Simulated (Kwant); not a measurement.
System: quantum point contact (saddle potential) in a InSb two-dimensional gas. Effective mass 0.014 mₑ, grid spacing 10 nm, hard walls, nominal width 200 nm (19 grid rows, so walls 200 nm apart), one parabolic valley, scattering region 600 nm long along x; energies count from the band bottom; Fermi energy 0.00567 eV. Potential (V0 + ½k y²) cos²(πx/L) for |x| < L/2, with V0 swept from 0.0059535 to 0 eV, k = 5.1e-06 eV/nm², L = 430 nm. Perpendicular field 0.1 T, also in the leads; orbital effect alone.

The device is made up for the run: typed textbook-type constants, with dimensions and the other settings drawn at random.

Model: effective-mass tight-binding model on a square grid, one spin, coherent transport at 0 K (Kwant). Conductance is in e²/h.

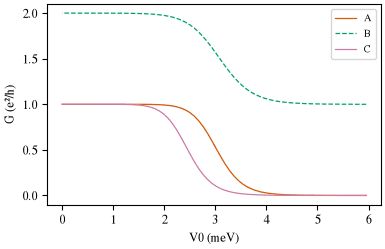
*G (e²/h) of 3 runs*

```tsv
V0 (meV)	A	B	C
5.954	7.8e-5	1.00	1.5e-5
5.608	0.00020	1.00	3.7e-5
5.263	0.00054	1.00	9.4e-5
4.918	0.0015	1.01	0.00025
4.573	0.0043	1.01	0.00067
4.228	0.013	1.03	0.0019
3.883	0.040	1.08	0.0056
3.538	0.12	1.20	0.017
3.192	0.34	1.42	0.056
2.847	0.68	1.68	0.17
2.502	0.91	1.87	0.46
2.157	0.98	1.96	0.79
1.812	1.00	1.99	0.95
1.467	1.00	2.00	0.99
1.122	1.00	2.00	1.00
0.7765	1.00	2.00	1.00
0.4314	1.00	2.00	1.00
0.000	1.00	2.00	1.00
```

Question: Column A is the base. The others each differ by one change: Fermi energy 0.00567 → 0.011 eV; curvature of the confinement 5.1e-06 → 7.6e-06 eV/nm². Which is which?

Answer: B: Fermi energy 0.00567 → 0.011 eV; C: curvature of the confinement 5.1e-06 → 7.6e-06 eV/nm².
